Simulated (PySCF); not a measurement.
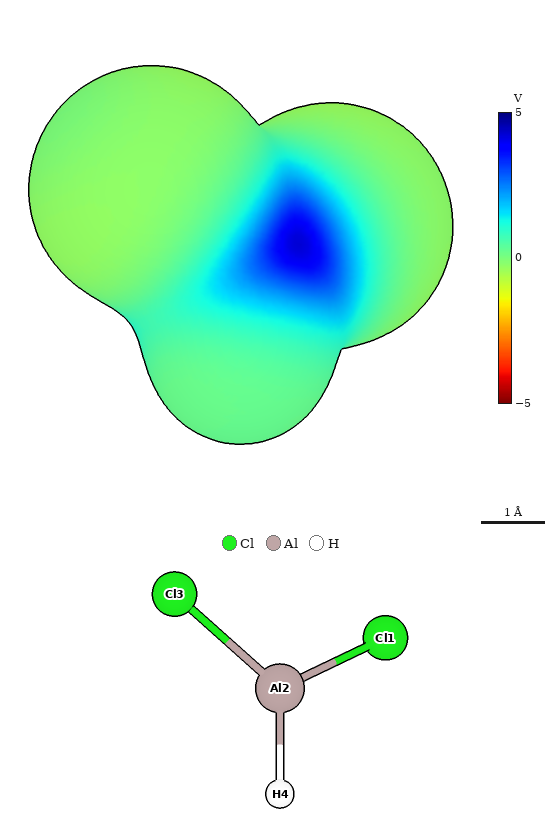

Figure. AlCl$_{2}$H. The electrostatic potential painted on the density surface at 0.002 e/bohr³, seen at a tilt; red is negative and blue positive. The bare structure is drawn below in the same view.

Geometry: PBE0-D3(BJ)/def2-SVP.

All numbers below come from PySCF, DFT single point, gas phase, functional M06-2X.

```json
{"atom": "Cl", "x (Å)": "-1.7814", "y (Å)": "-0.9436", "z (Å)": "-0.0058"}
{"atom": "Al", "x (Å)": "0.0037", "y (Å)": "0.1491", "z (Å)": "-0.0134"}
{"atom": "Cl", "x (Å)": "1.8129", "y (Å)": "-0.9026", "z (Å)": "0.0167"}
{"atom": "H", "x (Å)": "-0.0134", "y (Å)": "1.7158", "z (Å)": "-0.0406"}
```

Question: Where is the surface potential most negative and most positive?

Answer: The most negative region (about −0.4 V, or −9 kcal/mol for a unit charge) lies over Cl1 and Cl3, the most positive (about +4.1 V, or +95 kcal/mol for a unit charge) over Al2.

Question: How polar is the molecule by this calculation?

Answer: Its dipole moment is 1.17 D.
